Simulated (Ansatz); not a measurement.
**doublet BNH3OF+ at 6 levels**

Wanted: a comparison of 6 runs (U-r2SCAN/6-311+G**, U-r2SCAN0/6-311+G**, U-revPBE/6-311+G**, UB3LYP/6-311+G**, UCAM-B3LYP/6-311+G**, UHSE06/6-311+G**) of doublet BNH3OF+. 

The calculation is run with Ansatz 0.2.0.

122 further runs of the same task are left out: 122 set aside as unsound or not needed.

### 1 Starting point

BNH3OF+: 7 atoms, total charge +1, spin state doublet. As SMILES of the parent species, `NB(O)F`. Geometry: relaxed at PBE0-D4/def2-TZVP. This is one conformer, not always the lowest. That shape belongs to the parent species and isn't relaxed for this state.

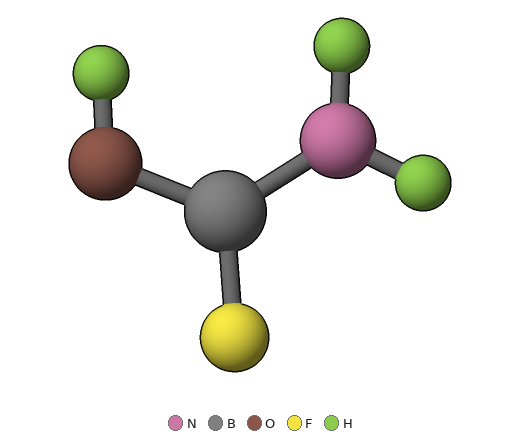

The structure, seen from a chosen angle (nitrogen pink, boron grey, oxygen brown, fluorine yellow, hydrogen green).

### 2 A single-point energy at U-r2SCAN/6-311+G(d,p) (run 1)

The input, run.yaml:

```yaml
crystal:
  periodic: [false, false, false]
  atoms:
    - {symbol: N, position_ang: [-0.531800, 0.753400, -0.032100]}
    - {symbol: B, position_ang: [0.039300, -0.505700, -0.288800]}
    - {symbol: O, position_ang: [1.106300, -1.044300, 0.367000]}
    - {symbol: F, position_ang: [-0.494800, -1.258200, -1.256300]}
    - {symbol: H, position_ang: [-1.320400, 1.081700, -0.559700]}
    - {symbol: H, position_ang: [-0.210100, 1.394300, 0.668500]}
    - {symbol: H, position_ang: [1.472700, -0.489200, 1.055700]}
basis:
  gaussian:
    orbitals: 6-311+G_st__st_.json
total_charge: 1
magnetization:
  spin_polarized: true
  initial_magnetization: 1
hamiltonian:
  xc: r2scan
accuracy: high
output:
  orbitals: {seedname: orbitals}
```

The basis set 6-311+G** is read from a file made from the Basis Set Exchange's data (not shown).

On the command line:

```console
$ ansatz run run.yaml --threads 1 --pin off --max-ram 3480MiB --events-out events.jsonl --progress --plain --runs-dir runs
```

The program printed:

```text
Warning: RAYON_NUM_THREADS=1 ignored (pool sized by the plan → 1); use --threads N
Functional definition: r2SCAN
  name "r2SCAN"
  parameter k0 = 0.174
  parameter k1 = 0.065
  parameter a1 = 4.9479
  exchange = r2scan_x(k0 = k0, k1 = k1, a1 = a1)
  correlation = r2scan_c
2051 factors; integrals over basis functions are off by at most 5.0e-9 eV
mean field evaluation 1: about -6956.2005 eV, gradient 7.1e1 eV
mean field evaluation 2: about -6916.6282 eV, gradient 1.2e2 eV
mean field evaluation 4: about -6970.8200 eV, gradient 1.4e1 eV
mean field evaluation 8: about -6971.6425 eV, gradient 2.9e-1 eV
mean field evaluation 16: about -6971.6428 eV, gradient 1.8e-4 eV
mean field -6971.64281635 eV, -256.2031479517 hartree, gradient 5.5e-8 eV, S^2 0.760819; 1 other end points of the search recorded, 0 dependent functions left out
reference -6971.64282306 eV, -256.2031481983 hartree; 16, 15 occupied and 90, 91 virtual orbitals, 2051 factors
Total energy: -6971.64282306 eV, -256.2031481983 hartree
```

Wall time 17 s (1 thread of Intel Xeon Platinum 8259CL at 2.50GHz (Skylake/Cascade Lake), shared host); peak memory 0.47 GiB.

### 3 A single-point energy at U-r2SCAN0/6-311+G(d,p) (run 2)

The input, molecule.yaml:

```yaml
crystal:
  periodic: [false, false, false]
  atoms:
    - symbol: "N"
      position_ang: [-0.531800, 0.753400, -0.032100]
    - symbol: B
      position_ang: [0.039300, -0.505700, -0.288800]
    - symbol: O
      position_ang: [1.106300, -1.044300, 0.367000]
    - symbol: F
      position_ang: [-0.494800, -1.258200, -1.256300]
    - symbol: H
      position_ang: [-1.320400, 1.081700, -0.559700]
    - symbol: H
      position_ang: [-0.210100, 1.394300, 0.668500]
    - symbol: H
      position_ang: [1.472700, -0.489200, 1.055700]
basis:
  gaussian: {orbitals: 6-311+G_st__st_.json}
total_charge: 1
hamiltonian: {xc: {name: r2SCAN0}}
output: {orbitals: {seedname: orbitals}}
magnetization: {spin_polarized: true, initial_magnetization: 1}
accuracy: high
```

The basis set 6-311+G** is read from a file made from the Basis Set Exchange's data (not shown).

On the command line:

```console
$ ansatz run molecule.yaml --threads 1 --pin off --max-ram 3480MiB --events-out events.jsonl --progress --plain --runs-dir runs
```

The program printed:

```text
Warning: RAYON_NUM_THREADS=1 ignored (pool sized by the plan → 1); use --threads N
Functional definition: r2SCAN0
  name "r2SCAN0"
  parameter a = 0.25
  parameter k0 = 0.174
  parameter k1 = 0.065
  parameter a1 = 4.9479
  exchange = (1 - a)*r2scan_x(k0 = k0, k1 = k1, a1 = a1) + a*exact_x
  correlation = r2scan_c
2051 factors; integrals over basis functions are off by at most 5.0e-9 eV
mean field evaluation 1: about -6958.6251 eV, gradient 6.2e1 eV
mean field evaluation 2: about -6942.2023 eV, gradient 8.8e1 eV
mean field evaluation 4: about -6970.4075 eV, gradient 4.2e0 eV
mean field evaluation 8: about -6970.6096 eV, gradient 6.3e-1 eV
mean field evaluation 16: about -6970.6124 eV, gradient 2.9e-3 eV
mean field -6970.61235252 eV, -256.1652791045 hartree, gradient 5.1e-8 eV, S^2 0.763499; 0 other end points of the search recorded, 0 dependent functions left out
reference -6970.61235759 eV, -256.1652792905 hartree; 16, 15 occupied and 90, 91 virtual orbitals, 2051 factors
Total energy: -6970.61235759 eV, -256.1652792905 hartree
```

Run time: 19 s. Hardware: 1 thread of Intel Xeon Platinum 8259CL at 2.50GHz (Skylake/Cascade Lake), shared host; peak memory 0.57 GiB.

Runs 3 to 5 aren't shown in full; the table further down has their settings and results.

### 4 The energy at UHSE06/6-311+G(d,p) (run 6)

The input, in.yaml:

```yaml
crystal:
  periodic: [false, false, false]
  atoms:
    - {symbol: N, position_ang: [-0.531800, 0.753400, -0.032100]}
    - {symbol: B, position_ang: [0.039300, -0.505700, -0.288800]}
    - {symbol: O, position_ang: [1.106300, -1.044300, 0.367000]}
    - {symbol: F, position_ang: [-0.494800, -1.258200, -1.256300]}
    - {symbol: H, position_ang: [-1.320400, 1.081700, -0.559700]}
    - {symbol: H, position_ang: [-0.210100, 1.394300, 0.668500]}
    - {symbol: H, position_ang: [1.472700, -0.489200, 1.055700]}
basis:
  gaussian: {orbitals: 6-311+G_st__st_.json}
total_charge: 1
magnetization: {spin_polarized: true, initial_magnetization: 1}
hamiltonian: {xc: {name: HSE06}}
accuracy: high
output: {orbitals: {seedname: orbitals}}
```

The basis set 6-311+G** is read from a file made from the Basis Set Exchange's data (not shown).

On the command line:

```console
$ ansatz run in.yaml --threads 1 --pin off --max-ram 3480MiB --events-out events.jsonl --progress --plain --runs-dir runs
```

The program printed:

```text
Warning: RAYON_NUM_THREADS=1 ignored (pool sized by the plan → 1); use --threads N
Functional definition: HSE06
  name "HSE06"
  parameter a = 0.25
  parameter omega = 0.11/bohr
  exchange = pbe_x - a*pbe_x_sr(omega) + a*exact_x_sr(omega)
  correlation = pbe_c
2051 factors; integrals over basis functions are off by at most 5.0e-9 eV
107 factors; integrals over basis functions are off by at most 1.3e-9 eV
mean field evaluation 1: about -6953.5149 eV, gradient 6.6e1 eV
mean field evaluation 2: about -6924.6172 eV, gradient 1.1e2 eV
mean field evaluation 4: about -6966.7994 eV, gradient 6.8e0 eV
mean field evaluation 8: about -6967.0886 eV, gradient 9.9e-1 eV
mean field evaluation 16: about -6967.0935 eV, gradient 2.0e-3 eV
mean field -6967.09352316 eV, -256.0359645106 hartree, gradient 1.9e-8 eV, S^2 0.761290; 0 other end points of the search recorded, 0 dependent functions left out
reference -6967.09353026 eV, -256.0359647713 hartree; 16, 15 occupied and 90, 91 virtual orbitals, 2051 factors
Total energy: -6967.09353026 eV, -256.0359647713 hartree
```

Run time: 14 s. Hardware: 1 thread of Intel Xeon Platinum 8259CL at 2.50GHz (Skylake/Cascade Lake), shared host; peak memory 0.46 GiB.

### 5 Overview of the runs

```csv
run,level,energy (Eh),HOMO energy (eV),LUMO energy (eV),⟨S²⟩,wall time
1,U-r2SCAN/6-311+G**,-256.203148,-15.38,-14.03,0.761,17 s
2,U-r2SCAN0/6-311+G**,-256.165279,-16.59,-12.95,0.763,19 s
3,U-revPBE/6-311+G**,-256.243715,-15.15,-14.30,0.756,12 s
4,UB3LYP/6-311+G**,-256.328175,-16.30,-13.70,0.760,12 s
5,UCAM-B3LYP/6-311+G**,-256.234284,-17.86,-12.29,0.760,16 s
6,UHSE06/6-311+G**,-256.035965,-16.05,-13.70,0.761,14 s
```

### 6 Results

| quantity | value |
| --- | --- |
| run 6: total energy | -256.03596 Eh |
| run 6: HOMO energy (highest over α and β) | -16.05 eV |
| run 6: LUMO energy (lowest over α and β) | -13.70 eV |
| run 6: ⟨S²⟩ | 0.761 |

In words: Totals of different functionals can't be ranked against each other. All runs together took 91 s, the longest 19 s.
